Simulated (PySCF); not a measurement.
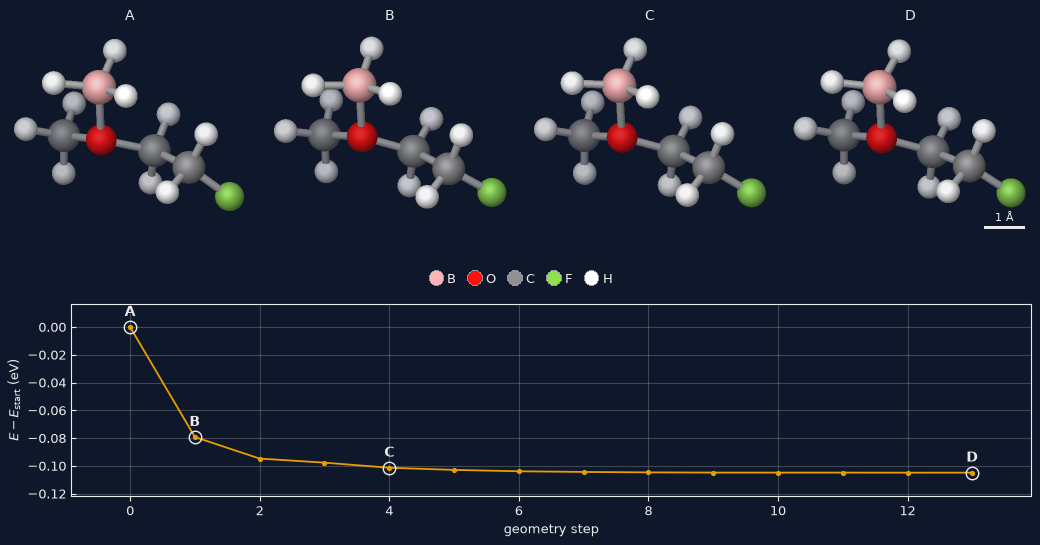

Frames of a relaxation of C$_{3}$H$_{10}$BFO, marked on the history of the run. The picture is a ball-and-stick view, seen from a free direction.

The start comes from GFN2-xTB. Its atoms were then displaced at random by about 0.01 Å.

These are results of PBE0-D3(BJ)/def2-SVP geometry optimisation, gas phase (PySCF), not measurements. 

What happens along the run?

Answer. The energy falls by 0.105 eV in 13 geometry steps. The atom that moves furthest after the best rigid fit is an H atom (0.15 Å). By element the largest moves are H 0.15 Å, F 0.10 Å, O 0.05 Å, C 0.04 Å, B 0.04 Å. Near-neighbour distances that change, for instance: C–O 1.454 → 1.427 Å, B–H 1.190 → 1.217 Å, C–H 1.077 → 1.102 Å, C–C 1.495 → 1.515 Å. Among the angles between lasting bonds that change: B–O–C 112.1° → 115.2°, O–B–H 107.1° → 104.4°, O–B–H 106.4° → 103.8°. From step 0 to 1: an H atom moves most (0.16 Å), energy −0.079 eV. From step 1 to 4: an H atom moves most (0.12 Å), energy −0.022 eV. From step 4 to 13: an H atom moves most (0.14 Å), energy −0.004 eV.
